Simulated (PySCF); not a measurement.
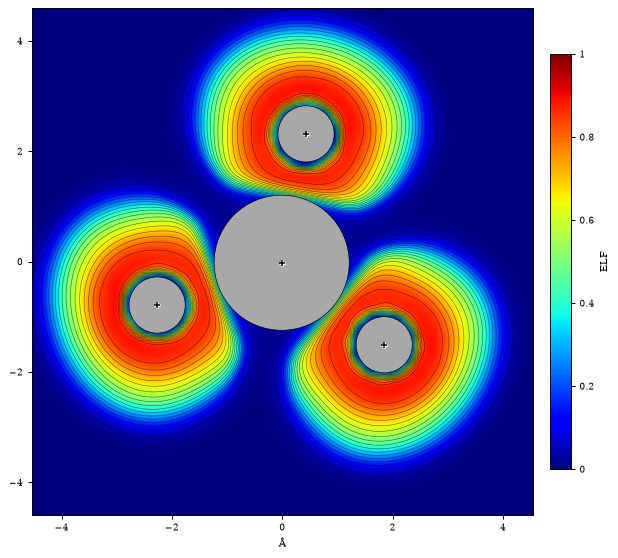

The ELF on a plane through atoms (crosses mark nuclei in the plane; grey discs cover the cores).

Method: DFT single point, gas phase, functional wB97X (PySCF).

Candidates:
A. C6H15Al
B. F6Ta (doublet)
C. Cl3Sc (charge −1, doublet)

### Which candidate gave the map?

Candidate C: Cl3Sc on the molecular plane, which holds Sc and Cl. Sc–Cl (2.38 Å): the ELF peaks at about 0.90 in the valence shell of Cl, 0.8 Å from its nucleus, and is about 0.30 at the midpoint.
